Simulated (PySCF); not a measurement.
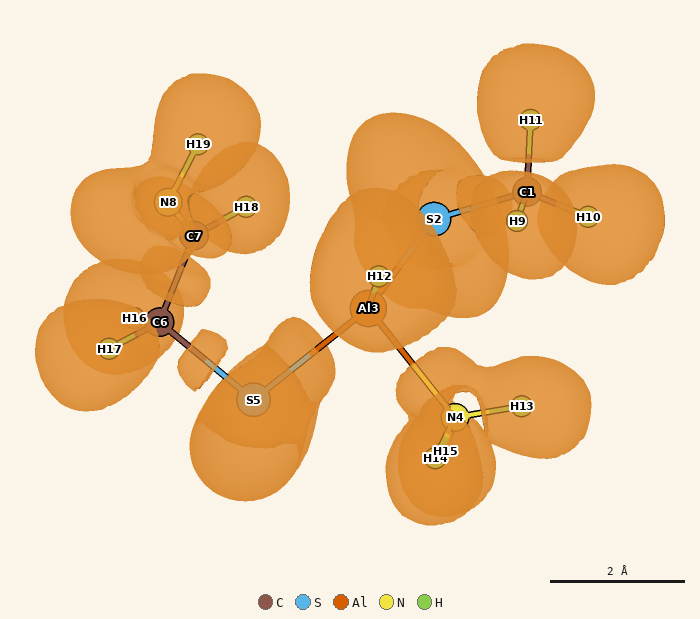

Figure 1: C₃H₁₁AlN₂S₂. Isosurface of the ELF at 0.75 (orange), seen across its widest extent. Core shells and regions of very low density are left out.

Geometry: GFN2-xTB.

Theory: PySCF 2.14.0, PBE0/pcSseg-1, SCF density, gas phase, non-relativistic.

The calculation's input:

```
{"job": {"kind": "nmr", "xc": "PBE0", "basis": "pcSseg-1"}, "charge": 0, "multiplicity": 1}
C     -2.440983     1.766568    -0.440874
S     -1.378114     1.293809     0.967489
Al    -0.294050    -0.280621    -0.172545
N     -1.770371    -1.743135    -0.373182
S      1.104895    -1.804848     0.675910
C      2.632416    -0.823031     0.898758
C      2.409103     0.480561     0.237473
N      3.079937     0.833999    -0.756518
H     -2.145148     1.229913    -1.342015
H     -3.473213     1.545997    -0.185376
H     -2.327264     2.833852    -0.600885
H     -0.073641     0.086284    -1.650164
H     -2.695743    -1.467482    -0.697528
H     -1.406685    -2.450781    -1.009782
H     -1.874880    -2.189118     0.541490
H      2.797103    -0.716910     1.971056
H      3.453979    -1.367373     0.436341
H      1.569396     1.060287     0.689145
H      2.823460     1.721281    -1.181091
```

Command:

```sh
OMP_NUM_THREADS=1 python probes_run.py task.json out
```

**Identify the bonds, lone pairs and shells in this picture.**

The ELF exceeds this value in one region between bonded C–C atoms (shared pairs), two regions between bonded C–S atoms (shared pairs), seven regions around hydrogen nuclei, two regions on S in which the atom's valence shell and bonds are merged and two joined regions spread over several atoms (H, N), in which their bonds and any lone pairs are merged.

Values along the shortest contacts:
C–N (1.25 Å): the ELF peaks at about 0.90 between the atoms; a multiple bond. C–C (1.48 Å): the ELF peaks at about 0.95 between the atoms: localised, covalent bonding.
